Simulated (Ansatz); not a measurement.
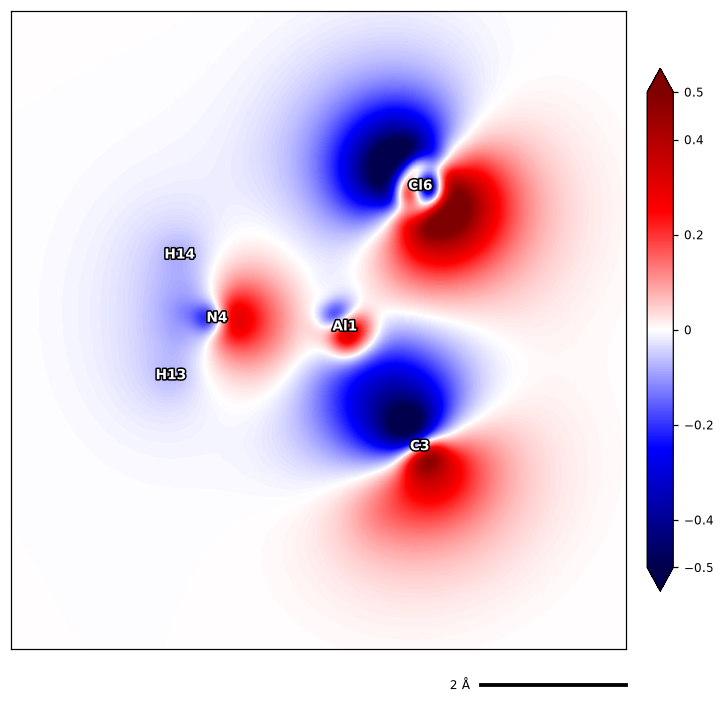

*CH5AlClN···CH4. The HOMO−1 on the plane of atoms C3, Al1 and Cl6 (values in Å⁻³ᐟ²; the overall sign is arbitrary).*

Not at a stationary point (largest force 0.9 eV/Å).

Level of theory: Ansatz, RKS PBE0/6-31G*.

The calculation's input:

```
crystal:
  periodic: [false, false, false]
  atoms:
    - { symbol: Al, position_ang: [-0.5507, 0.0908, 0.0589] }
    - { symbol: C, position_ang: [1.639, -0.2965, 0.62] }
    - { symbol: C, position_ang: [-0.6255, -0.2059, -1.8927] }
    - { symbol: "N", position_ang: [-1.2064, 1.3676, 1.0993] }
    - { symbol: H, position_ang: [0.5511, -1.0735, 1.0055] }
    - { symbol: Cl, position_ang: [-0.8072, -2.1268, 1.3931] }
    - { symbol: H, position_ang: [2.2704, -0.3634, 1.5008] }
    - { symbol: H, position_ang: [1.5366, 0.7673, 0.379] }
    - { symbol: H, position_ang: [2.1321, -0.8013, -0.2061] }
    - { symbol: H, position_ang: [-0.2021, -1.1774, -2.1624] }
    - { symbol: H, position_ang: [-0.0862, 0.5499, -2.4677] }
    - { symbol: H, position_ang: [-1.6554, -0.1996, -2.2597] }
    - { symbol: H, position_ang: [-1.5687, 2.2804, 0.8598] }
    - { symbol: H, position_ang: [-1.4269, 1.1882, 2.0722] }
basis:
  gaussian: { orbitals: "6-31G*" }
hamiltonian:
  xc: pbe0
relax:
  f_tol: 0.15
  max_steps: 25
  restrain:
    - { distance: [0, 5], at: 2.23, k: 30.0 }
    - { distance: [4, 1], at: 1.07, k: 30.0 }
    - { distance: [0, 1], at: 3.27, k: 30.0 }
    - { distance: [4, 5], at: 2.63, k: 30.0 }
output:
  orbitals: {}
```

Launched as:

```sh
ansatz run input.yaml --threads 2 --pin off --max-ram 3072MiB --backend cpu --events-out ev --progress --plain --runs-dir out
```

The fields are those of the run's last geometry, not of the input's.

Describe this orbital and give its energy.

Its weight (Hirshfeld) is mainly on Cl6 (about 55 %), C3 (about 25 %) and Al1 (about 10 %). Its energy is −8.29 eV.
